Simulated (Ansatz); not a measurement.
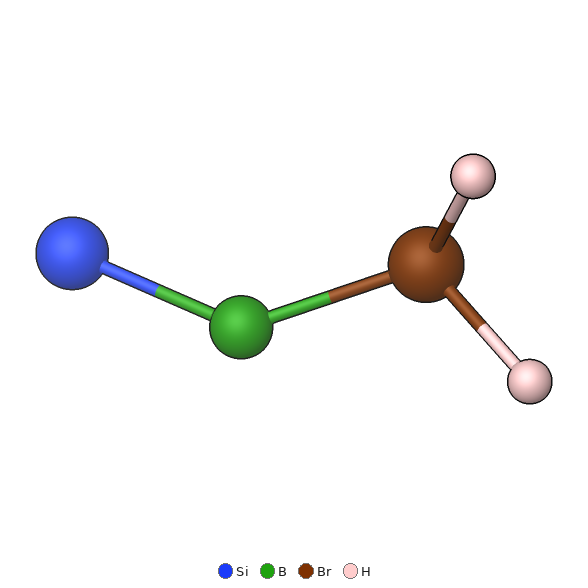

The picture shows a molecular structure as a ball-and-stick model.

The geometry was computed by an optimisation with PBE0-D4/def2-TZVP. No frequency run is at hand to confirm it as a minimum.

> Which formula does it have?

BBrH2Si, 5 atoms: 1 boron, 1 bromine, 2 hydrogen and 1 silicon.

> How many bonds of each kind are drawn?

2 Br–H, 1 B–Si, 1 B–Br. Sticks follow a distance rule.

More results for the same structure follow; atom numbers are the same in all pictures, views and colours differ.

Dipole moment

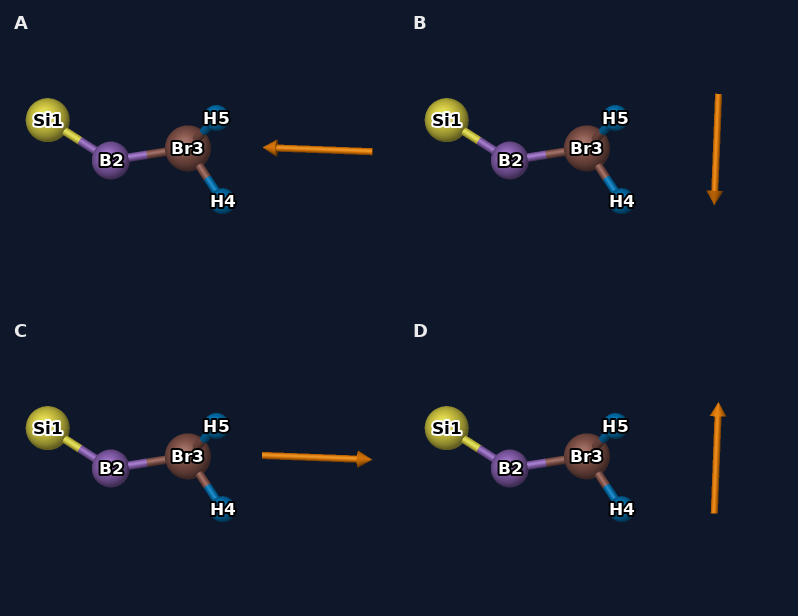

The same molecule four times, each with an arrow. No frequency run is at hand to confirm it as a minimum. Method: RKS PBE0-D4/def2-TZVP (Ansatz 0.2.0).

> Which arrow points along the dipole moment, from the negative to the positive end?

C. The dipole moment is 3.63 D; it points from the side of Si1 to the side of H4, H5 (the outermost atoms at the two ends).

Electronic properties

No frequency run is at hand to confirm it as a minimum. Properties computed with RKS PBE0-D4/def2-TZVPP (Ansatz 0.2.0).

Computed properties:

- HOMO energy (Kohn–Sham orbital): −5.46 eV
- LUMO energy (Kohn–Sham orbital): −3.01 eV
- HOMO–LUMO gap: 2.44 eV

Charges

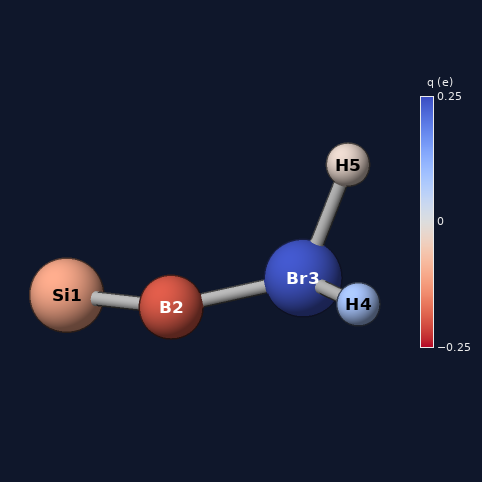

Atoms are coloured by their Mulliken charges. No frequency run is at hand to confirm it as a minimum. Method: RKS PBE0-D4/def2-TZVP (Ansatz 0.2.0).

> Which atom carries the highest charge (most positive or least negative)?

Br3 (0.24 e).

> And the lowest?

B2 (−0.19 e).

List the Mulliken charges.

```json
{"atom": "Si1", "value (e)": "−0.11"}
{"atom": "B2", "value (e)": "−0.19"}
{"atom": "Br3", "value (e)": "0.24"}
{"atom": "H4", "value (e)": "0.09"}
{"atom": "H5", "value (e)": "−0.02"}
```

Mulliken values depend strongly on the basis set and can even reverse the polarity of a bond.
